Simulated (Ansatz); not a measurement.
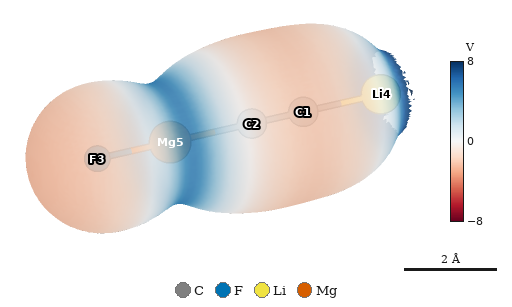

Figure. C₂FLiMg (SMILES [Li][C]#[C][Mg][F]). The molecular electrostatic potential painted on the density surface at 0.002 e/bohr³, seen at a tilt; the colour scale runs from red (negative) to blue (positive).

Geometry: PBE-D3(BJ)/def2-SVP.

The calculation used isolated molecule in a Gaussian basis; Kohn-Sham density functional theory, functional PBE0 in Ansatz 0.2.0.

Input

```
crystal:
  periodic: [false, false, false]
  atoms:
    - {symbol: C, position_ang: [0.000000, 0.000000, -1.531338]}
    - {symbol: C, position_ang: [0.000000, 0.000000, -0.273897]}
    - {symbol: F, position_ang: [0.000000, 0.000000, 3.505590]}
    - {symbol: Li, position_ang: [0.000000, 0.000000, -3.425003]}
    - {symbol: Mg, position_ang: [0.000000, 0.000000, 1.724648]}
basis:
  gaussian:
    orbitals: def2-TZVPD
hamiltonian:
  xc: {name: PBE0}
output:
  forces: true
  orbitals: {seedname: orbitals}
```

Run with:

```sh
ansatz run input.yaml --threads 1 --pin off --max-ram 2610MiB --events-out events.jsonl --progress --plain --runs-dir runs
```

> Which sites attract a positive test charge, and which a negative one?

A positive charge is drawn to the negative regions and a negative charge to the positive ones. The most negative region (about −2.4 V) lies over F3, the most positive (about +7.6 V) over Li4.

> What dipole moment does the calculation give?

Its dipole moment is 8.44 D.
